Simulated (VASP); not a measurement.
Band structure of VCu3S4 (sg215). All values below come from PBEsol GGA, VASP's PBE PAW potentials (set 64) (plane waves; VASP).

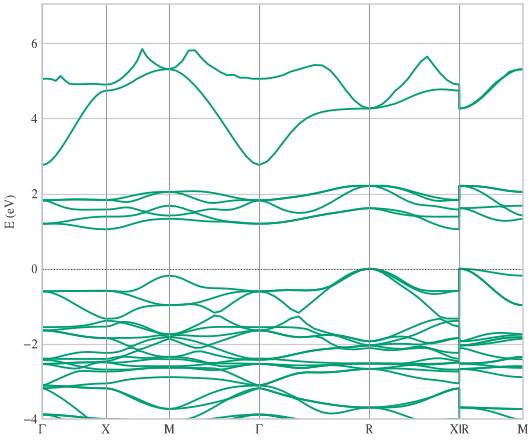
*Bands along high-symmetry lines, zero at the valence-band maximum or, without a gap, the Fermi level*

### Question
Read the plot: is there a gap, and where are the band edges?

### Answer
The gap is indirect, 1.05 eV, from the valence maximum at R to the conduction minimum at X. (Edges off the drawn lines would not show.)

The compound is VCu3S4 in the sg215 structure. It was relaxed first. The run is not spin-polarised, so no magnetic state was tried.
